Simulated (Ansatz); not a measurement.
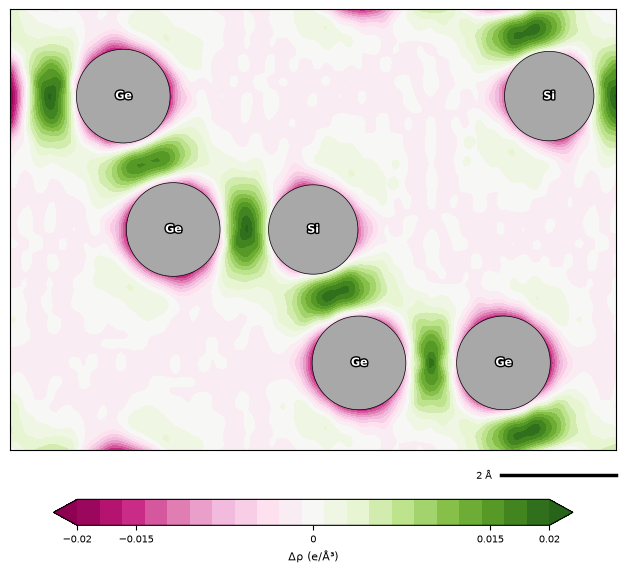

SiGe$_{2}$. Difference of the valence pseudo-densities of two functionals at the same geometry, on the (110) plane of the calculation cell: one of LDA and r2SCAN less the other.

Space group P-3m1; a structure generated by program, which may or may not match a known phase.

Both computed with Ansatz (plane waves, PAW), on the same k-point mesh. Grey discs cover the atomic cores.

```
CELL_PARAMETERS angstrom
3.99553 0.00000 0.00000
-1.99777 3.46023 0.00000
0.00000 0.00000 9.78713
ATOMIC_POSITIONS crystal
Si 0.33333 0.66667 0.79150
Si 0.66667 0.33333 0.20850
Ge 0.66667 0.33333 0.45588
Ge 0.00000 0.00000 0.12762
Ge 0.33333 0.66667 0.54412
Ge 0.00000 0.00000 0.87238
```

Question: Which was subtracted from which, and what does the map show?

Answer: It is r2SCAN less LDA. Against LDA, r2SCAN gives a change of +0.020 e/Å³ at the midpoint of Si–Ge and +0.016 e/Å³ at the midpoint of Ge–Ge.
